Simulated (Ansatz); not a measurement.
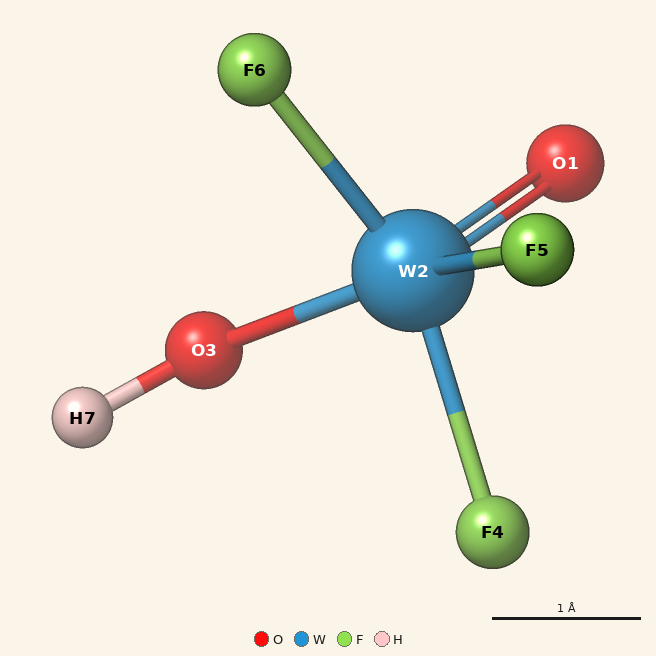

Orthographic view. Atoms fade into the background with distance from the viewer. The species is neutral and a spin singlet. Computed geometry: PBE0-D4/def2-TZVP optimisation.

Give the distance matrix in Å.

```
atom    O1    W2    O3    F4    F5    F6    H7
  O1  0.00                                    
  W2  1.67  0.00                              
  O3  2.77  1.86  0.00                        
  F4  2.82  1.86  2.60  0.00                  
  F5  2.81  1.86  3.61  2.48  0.00            
  F6  2.82  1.86  2.60  3.58  2.48  0.00      
  H7  3.71  2.62  0.96  3.06  4.17  3.07  0.00
```
